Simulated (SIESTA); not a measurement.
## Converging the k-point mesh at a smearing width of 0.02 eV: Au (Fm-3m, 1 atom in the cell)

```yaml
crystal:
  lattice:
    - [0.00000, 2.03388, 2.03388]
    - [2.03388, 0.00000, 2.03388]
    - [2.03388, 2.03388, 0.00000]
  atoms:
    - { symbol: Au, position: [0.00000, 0.00000, 0.00000] }
```

Method of the run: GGA PBEsol, numerical atomic orbitals DZP, PseudoDojo PBEsol standard norm-conserving potentials (rewritten from UPF to PSML) (SIESTA).

Base settings: XC.functional = GGA; XC.authors = PBEsol; potentials = PseudoDojo PBEsol standard; PAO.BasisSize = DZP; PAO.EnergyShift = 0.01 Ry; MeshCutoff = 300 Ry; kgrid.MonkhorstPack = 8 8 8; OccupationFunction = FD; ElectronicTemperature = 0.1 eV; MaxSCFIterations = 150.

In this ladder: ElectronicTemperature = 0.02 eV.

Only quantities that move along the ladder and can be compared are tabulated.

Core times come from one kind of shared machine, to one figure; runs under 30 s give none.

The starting cell has typed, rounded lattice constants, without a prior relaxation at this level. Its lattice was rescaled by up to half a per cent. Values carry the incompleteness of an atom-centred basis.

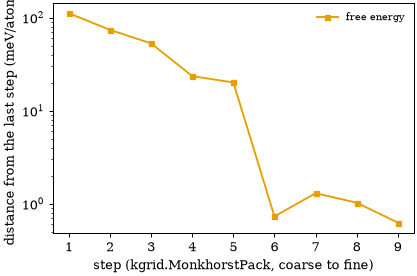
Fig. 1. Distance from the last step along the ladder; very small values are drawn at a floor.

```tsv
kgrid.MonkhorstPack	free energy less the last step's (meV/atom)	pressure (GPa)	core time / last (rough)
5 5 5	-111.27	-1.04	–
6 6 6	73.77	1.01	–
7 7 7	-52.86	-0.61	–
9 9 9	-23.51	-0.44	–
10 10 10	20.12	0.05	–
15 15 15	0.73	-0.44	0.1
18 18 18	-1.30	-0.28	0.1
22 22 22	-1.03	-0.36	0.3
27 27 27	0.63	-0.39	0.4
33 33 33	0.00	-0.39	1
```

Coarsest kgrid.MonkhorstPack that holds the pressure within 0.2 GPa of the last step, with all finer ones: 15 15 15, at about 0.1 of the last step's time; the step before is off by 0.44 GPa.

Coarsest kgrid.MonkhorstPack that holds the free energy within 2 meV/atom of the last step, with all finer ones: 15 15 15, at about 0.1 of the last step's time; the step before is off by 20 meV/atom.
